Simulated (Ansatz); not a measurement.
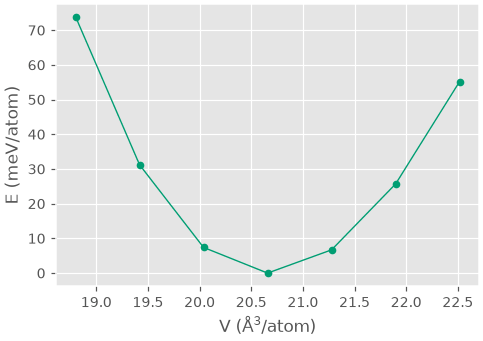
*ZrTa in space group Pmma (No. 51; Ta on 2e, Zr on 2f) under volume change, r²SCAN in the plane-wave PAW code Ansatz, shape and atoms relaxed at each volume.*

**Question.** What does a third-order Birch–Murnaghan fit give for V₀, B₀ and B′?

**Answer.** V₀ = 20.66 Å³/atom, B₀ = 122 GPa, B′ = 3.8.

The start of the workflow was typed in or built on a structure type; neither database checked (COD, Materials Project) lists it. Whether it is the stable phase at ambient conditions was not checked. Symmetry was held in the r²SCAN relaxation; its stability against distortions is not shown here. No spin polarisation was allowed. Its formation energy is positive at this level, so the cell may be metastable or incomplete. Spin–orbit coupling is left out wherever it is not named.

Potentials: the earlier of the program's two PAW sets.
